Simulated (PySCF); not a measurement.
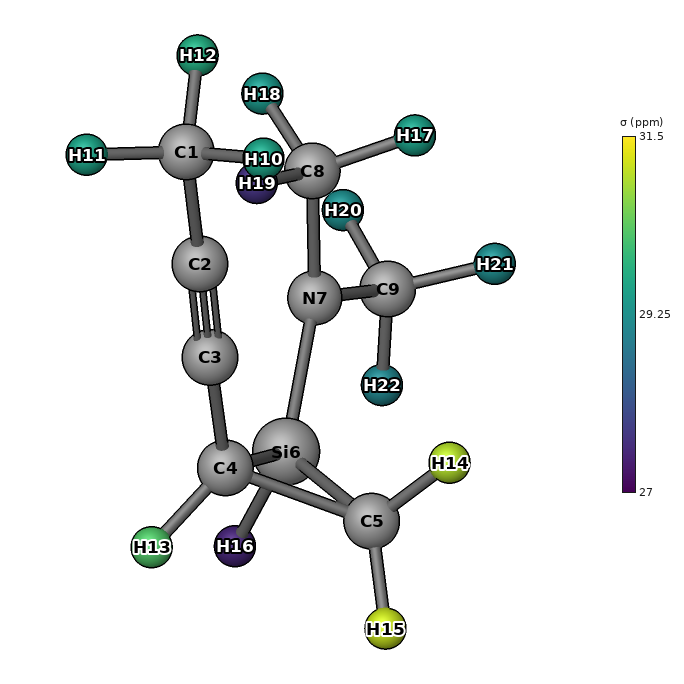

Atoms are coloured by their isotropic NMR shieldings (H only, the others grey). Computed geometry: GFN2-xTB optimisation. No frequency run is at hand to confirm it as a minimum. Properties computed with GIAO PBE0/pcSseg-1 NMR shielding, non-relativistic, gas phase (PySCF 2.14.0).

List the isotropic NMR shieldings of the H atoms.

```
atom  σ (ppm)
 H10    29.62
 H11    29.61
 H12    29.79
 H13    30.27
 H14    30.98
 H15    31.10
 H16    27.50
 H17    29.56
 H18    29.41
 H19    27.68
 H20    29.21
 H21    29.18
 H22    29.06
```

The geometry is semi-empirical. Around Si such bond lengths and angles can be off by a tenth of an ångström or more and by several degrees, and values that hang on the shape move with them.
